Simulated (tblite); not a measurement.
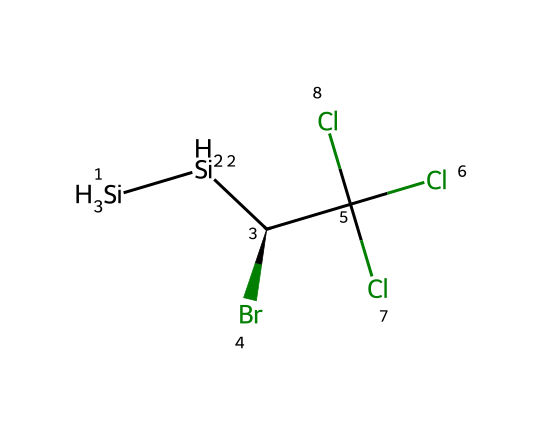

Skeletal drawing with numbered atoms; wedges and dashes mark any stereocentres. The configuration is that of a computed structure (GFN2-xTB).

**Give the R/S and E/Z labels.**

C3: R.

**Write the isomeric SMILES.**

[SiH3][SiH2][C@H](Br)C(Cl)(Cl)Cl
